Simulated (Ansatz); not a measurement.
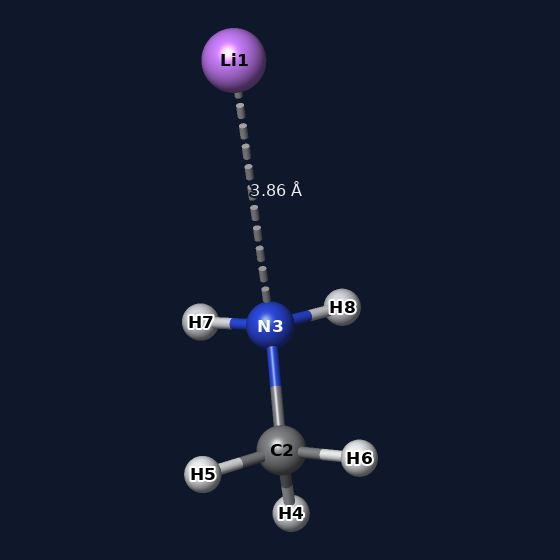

Two molecules or ions; the broken line marks their closest contact (measured against van der Waals radii). Charge +1, singlet. Geometry: a pair of rigid molecules at a changed separation. Program: Ansatz 0.2.0.

> Which two species are they?

Li and CH5N (`CN.[Li+]`).

Give the counterpoise-corrected interaction energy (kcal/mol, monomers kept as in the pair) with RHF-CCSD(T) (frozen core)/def2-TZVPPD; ωB97M-V/def2-TZVPPD.

| level | interaction energy (kcal/mol) |
| --- | --- |
| RHF-CCSD(T) (frozen core)/def2-TZVPPD | −12.2 |
| ωB97M-V/def2-TZVPPD | −12.5 |
